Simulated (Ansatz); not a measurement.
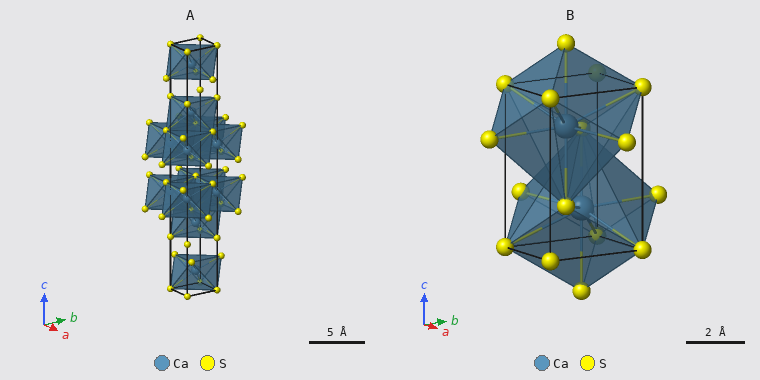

Two structures of Ca₂S₃, each relaxed to rest (conventional cells in solid outline, small ones repeated, not to one scale). Method: Ansatz 0.2.0, DFT PBE, scalar-relativistic, plane waves, PAW, without spin polarisation.

Characterise the two forms.

Answer. A: 15 atoms a cell on a rhombohedral (trigonal R) lattice, R-3m. B: 5 atoms a cell on a primitive hexagonal lattice, P-3m1.

Which has the lower energy, and by how much?

Answer. B is lower, by 87 meV/atom at this level of theory (energies at zero smearing). Volumes: A 24.4, B 23.8 Å³/atom.

One or both may be structure types tried for this composition rather than known phases.
